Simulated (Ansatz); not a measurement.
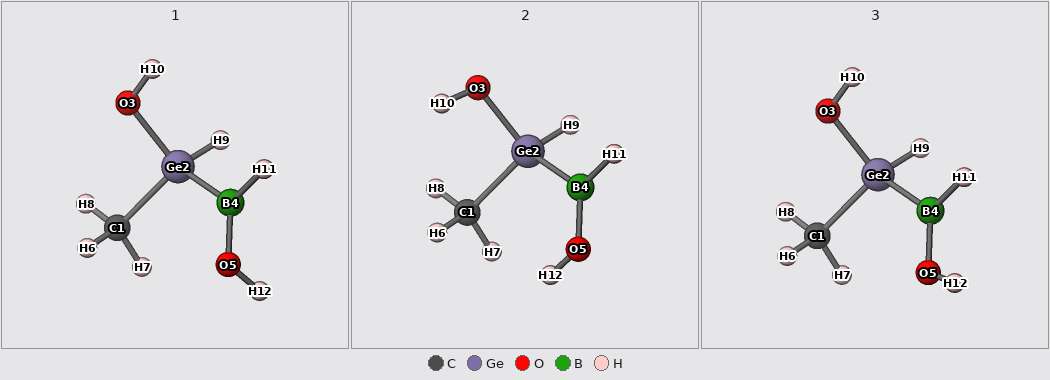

CH₇BGeO₂, SMILES [CH3][GeH]([OH])[BH]O. 
- Coordinates scanned: (1) dihedral Ge2–B4–O5–H12; (2) dihedral C1–Ge2–O3–H10.
- Nothing is relaxed (all other coordinates rigid).
- The grid has 8 × 8 points.
- Points are written as (first, second).
- All energies are given in kcal/mol relative to the lowest grid point.
- All numbers below come from RKS PBE0-D4/def2-SVP (Ansatz 0.2.0).

The numbered pictures are structures from this grid.

### Rank them by energy, lowest first.

3, at (−180°, −180°): 0.19 kcal/mol; 2, at (0°, 45°): 2.4 kcal/mol; 1, at (90°, −180°): 16.8 kcal/mol.

The map, with the structures marked:

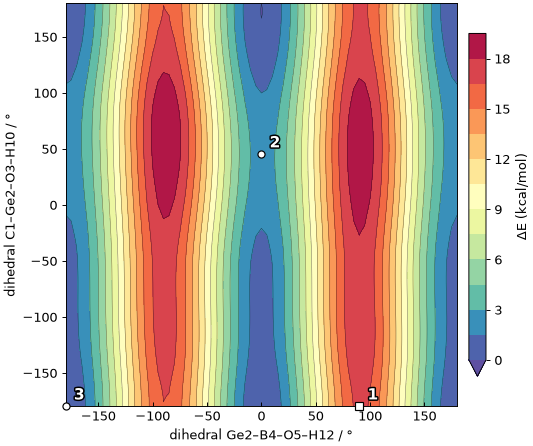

Drawn: filled contours. Between grid points the surface is interpolated.
